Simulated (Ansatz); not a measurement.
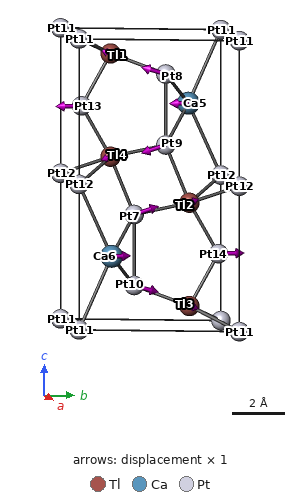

This is a relaxation of a crystal of CaTl$_{2}$Pt$_{4}$ (a generated structure, set up in Cmcm). The starting structure is drawn; purple arrows show the displacements (the part carried along by the change of the cell is left out), at their true length.

Style: ball-and-stick. Shown: the cell of the calculation, slightly off an axis.

The start is a swapped structure.

Computed with DFT, PAW plane waves, r2SCAN (Ansatz). Set-up: plane-wave cutoff 500 eV; k-point mesh 6 × 6 × 2; occupations fermi dirac; smearing width 0.052 eV; no spin polarisation; cell and atoms relaxed; at most 80 steps.

What did the optimiser do to the structure, and how much energy did it gain?

The energy falls by 1071 meV per atom in 16 accepted moves (20 points after the start). Largest force component: 3.5 eV/Å at the start, 0.0038 eV/Å at the end. The pressure goes from 47.06 to 0.01 GPa. The line search rejected the trial steps at points 10, 11 of the run. At 2 points the geometry stayed and the basis and grid were re-selected for the new cell (energy shift of 23.7 meV per atom at most each time). The largest moves relative to the cell, 1.04 Å, are those of Pt13 and Pt14. Pt13 goes along [1 −2 0]. By element the largest moves are Pt 1.04 Å, Ca 0.77 Å, Tl 0.40 Å. The drawn cell changes as follows: a 3.586 → 4.020 Å (+12.1 %), b 6.207 → 8.751 Å (+41.0 %), c 11.299 → 8.264 Å (−26.9 %), γ 73.2° → 76.7°; the volume changes by +17.5 %. Near-neighbour distances that change, for instance: Ca5–Pt10 4.774 → 3.109 Å, Tl1–Pt14 4.189 → 2.966 Å, Pt7–Pt9 3.515 → 2.615 Å, Tl1–Tl4 4.011 → 3.193 Å. New bonds form: Ca5–Pt10 (4.77 → 3.11 Å), Ca5–Pt7 (4.77 → 3.11 Å), Ca6–Pt8 (4.77 → 3.11 Å), Ca6–Pt9 (4.77 → 3.11 Å). Bond angles that change, for instance: Tl2–Pt14–Tl3 120.8° → 69.7°, Tl3–Pt8–Pt9 157.7° → 114.5°, Tl3–Pt8–Ca5 108.0° → 65.8°. The space group stays Cmcm (No. 63). Cost: 27 min on 2 threads of Arm Neoverse V1, with other jobs on the host, peak memory 1.7 GiB.
